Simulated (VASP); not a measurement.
Band structure of WS$_{2}$ (2H layered). Level of theory: optB88-vdW, VASP's PBE PAW potentials (set 64) (plane waves; VASP).

Unless said otherwise, spin-orbit coupling is left out, though it shifts the bands of the heavy elements here.

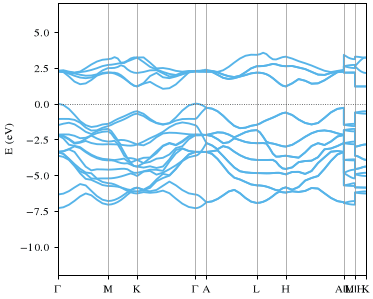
Figure. Bands along high-symmetry lines, zero at the valence-band maximum or, without a gap, the Fermi level

### Question
Read the plot: is there a gap, and where are the band edges?

### Answer
The gap is indirect, 1.04 eV, from the valence maximum at Γ to the conduction minimum at K-Γ at 0.44. (Edges off the drawn lines would not show.)

The compound is WS2 in the 2H layered structure. It was relaxed first.
